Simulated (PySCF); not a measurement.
System: C4H15NOSi3.

Input file:

```
{"job": {"kind": "nmr", "xc": "PBE0", "basis": "pcSseg-1"}, "charge": 0, "multiplicity": 1}
C      3.116383     1.769930    -0.125898
N      2.395332     0.630527    -0.638411
Si     1.010060    -0.036447     0.150454
C      0.443312    -1.467257    -0.960141
Si    -1.228042    -2.183196    -0.440968
C     -2.513419    -0.788333    -0.382594
Si    -2.009188     0.667335     0.727733
O     -1.829397     0.191972     2.278777
C     -0.306574     1.326580     0.244853
H      3.841251     1.495939     0.649222
H      2.403179     2.465864     0.307726
H      3.650438     2.275231    -0.933482
H      3.016333    -0.017394    -1.099382
H      1.279732    -0.552904     1.509086
H      1.190458    -2.258336    -0.948591
H      0.382752    -1.122026    -1.991092
H     -1.663977    -3.212995    -1.404393
H     -1.121144    -2.830739     0.876643
H     -2.682849    -0.422178    -1.393050
H     -3.469262    -1.190169    -0.048348
H     -3.046192     1.715700     0.669909
H     -2.488594    -0.349344     2.702990
H     -0.377331     1.834805    -0.714863
H     -0.004999     2.077198     0.971377
```

Command:

```sh
OMP_NUM_THREADS=1 python probes_run.py task.json out
```

Geometry: GFN2-xTB.

These are results of PBE0/pcSseg-1, SCF density, gas phase, non-relativistic in PySCF, not measurements.

Q: What will maps of the electron density and electron localisation function show?

A: C–Si (1.90 Å): ρ is about 0.91 e/Å³ halfway; the ELF peaks at about 0.95 between the atoms; localised, covalent bonding.
O–H (0.95 Å): ρ is about 3.7 e/Å³ halfway; the ELF climbs to about 1 towards the hydrogen, as it does in any bond to H (a covalent bond by its length).

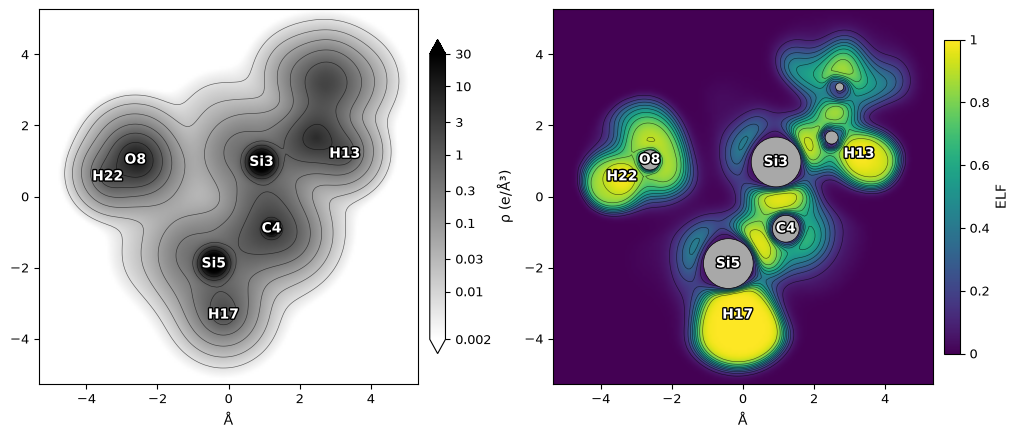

Computed electron density and electron localisation function on the plane of atoms Si3, C4 and Si5, in this order. Grey discs cover the atomic cores in the ELF map. 
